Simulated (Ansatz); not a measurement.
# Strength of the Si–N bond: C3H11NSi → C2H6N + SiH2(CH3)

Species: C3H11NSi `C[SiH2]N(C)C`, singlet; C2H6N `C[N]C`, doublet; SiH2(CH3), doublet. 

Shapes, held fixed at every level: PBE0-D4/def2-TZVP. Flexible molecules stand in one conformer, not always the lowest. Programs: Ansatz 0.2.0. The zero-point and thermal change to 298 K, harmonic and unscaled (PBE0-D4/def2-TZVP), is -16.2 kJ/mol.

```json
{"level": "HF/def2-SVP", "kind": "Hartree–Fock", "ΔH(298 K) (kJ/mol)": "+265.4", "less CCSD(T)/CBS estimate": "-127.2"}
{"level": "r2SCAN-D4/def2-TZVPP", "kind": "meta-GGA", "ΔH(298 K) (kJ/mol)": "+349.1", "less CCSD(T)/CBS estimate": "-43.5"}
{"level": "B3LYP-D4/def2-TZVPP", "kind": "global hybrid", "ΔH(298 K) (kJ/mol)": "+363.5", "less CCSD(T)/CBS estimate": "-29.1"}
{"level": "r2SCAN0-D4/def2-TZVPP", "kind": "global hybrid", "ΔH(298 K) (kJ/mol)": "+351.7", "less CCSD(T)/CBS estimate": "-40.9"}
{"level": "wB97M-V/def2-TZVPP", "kind": "range-separated hybrid", "ΔH(298 K) (kJ/mol)": "+389.5", "less CCSD(T)/CBS estimate": "-3.1"}
{"level": "CCSD/def2-SVP", "kind": "coupled cluster or CI", "ΔH(298 K) (kJ/mol)": "+359.1", "less CCSD(T)/CBS estimate": "-33.5"}
{"level": "CCSD/def2-TZVPP", "kind": "coupled cluster or CI", "ΔH(298 K) (kJ/mol)": "+370.4", "less CCSD(T)/CBS estimate": "-22.2"}
{"level": "CCSD(T)/CBS estimate", "kind": "coupled cluster or CI", "ΔH(298 K) (kJ/mol)": "+392.6", "less CCSD(T)/CBS estimate": "0.0"}
```

The highest level, CCSD(T)/CBS estimate, gives ΔH(298 K) = +392.6 kJ/mol; the levels span +265.4 to +392.6. The column of differences is taken from that level and isn't an error. Hartree–Fock misses the correlation of the pair that is broken and comes out low. No measured value is set beside it here. Open shells run unrestricted unless RO is named. The CBS estimate extrapolates MP2 from def2-TZVPP and def2-QZVPP and adds CCSD(T) − MP2 in the triple-zeta set, cores frozen.

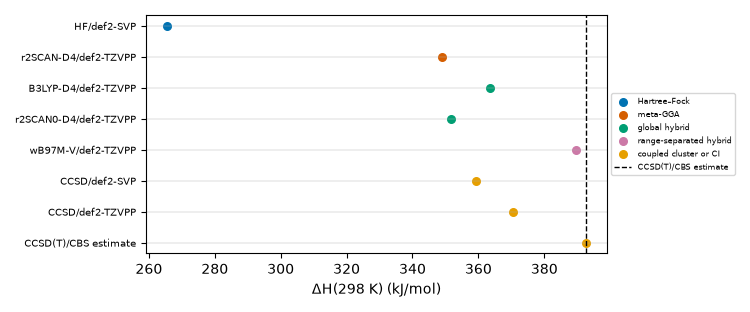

The values of the table, level by level.
